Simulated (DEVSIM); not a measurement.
System: abrupt GaSb p-n junction, at 300 K.

```csv
layer (left to right),material,thickness (μm),Nd (cm⁻³),Na (cm⁻³),τn (s),τp (s)
1,GaSb,0.770,-,6.4e16,4.8e-8,4.8e-8
2,GaSb,140,9.7e15,-,4.8e-8,4.8e-8
```

Left contact: ohmic. Right contact: ohmic. Voltage is applied to the left contact. Recombination: SRH at mid-gap, radiative. Mobility is μmin + (μ − μmin)/(1 + (N/Nref)^α).

Constants are typed, rounded textbook-type inputs, not results; the design itself was drawn at random and stands for no fabricated device. Values at 300 K.

```csv
parameter,GaSb
gap (eV),0.726
affinity (eV),4.06
permittivity,15.7
Nc (cm⁻³),2.1e17
Nv (cm⁻³),1.8e19
μn (cm²/Vs),5000
μp (cm²/Vs),850
"μn,min",1000
"μp,min",190
"Nref,n",2.8e17
"Nref,p",9e17
αn,1.05
αp,0.65
B (cm³/s),1e-10
```

DEVSIM, 1D drift-diffusion, Boltzmann statistics, complete ionisation; no tunnelling, impact ionisation, image-force lowering or self-heating.

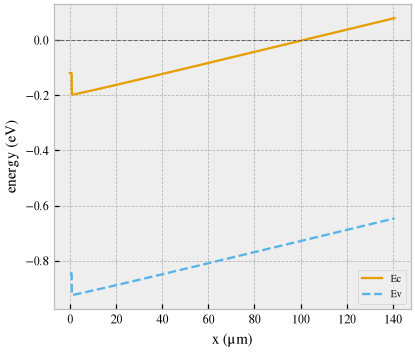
Figure: Band edges at 0.7 V on the left contact

Energies count from the Fermi level of the right contact; mesh points crowd at the junctions.

```tsv
x (μm)	Ec (eV)	Ev (eV)	n (cm⁻³)	p (cm⁻³)	field (V/cm)
0.000	-0.120	-0.846	3.8e7	6.4e16	≈ 0
0.03616	-0.120	-0.846	2.8e13	6.4e16	≈ 0
0.1290	-0.120	-0.846	1.0e14	6.4e16	≈ 0
0.3470	-0.120	-0.846	2.7e14	6.4e16	≈ 0
0.6548	-0.120	-0.846	5.1e14	6.4e16	-32
0.7394	-0.126	-0.852	7.2e14	5.1e16	-3200
0.7720	-0.150	-0.876	1.9e15	2.0e16	-12000
0.8383	-0.189	-0.915	8.8e15	4.3e15	-2400
0.9918	-0.198	-0.924	1.3e16	3.0e15	-27
1.374	-0.198	-0.924	1.3e16	2.9e15	18
2.419	-0.196	-0.922	1.2e16	2.7e15	18
6.674	-0.188	-0.914	1.2e16	2.0e15	19
15.90	-0.171	-0.897	1.1e16	1.1e15	19
39.48	-0.124	-0.850	9.9e15	2.1e14	20
105.8	0.009	-0.717	9.7e15	2.1e12	20
127.1	0.052	-0.674	9.7e15	4.5e11	20
135.4	0.069	-0.657	9.7e15	1.8e11	20
138.8	0.075	-0.651	9.7e15	7.4e10	20
140.2	0.078	-0.648	9.7e15	2.1e10	20
140.6	0.079	-0.647	9.7e15	8.1e9	20
140.7	0.079	-0.647	9.7e15	2.6e9	20
140.8	0.079	-0.647	9.7e15	2.5e8	20
```
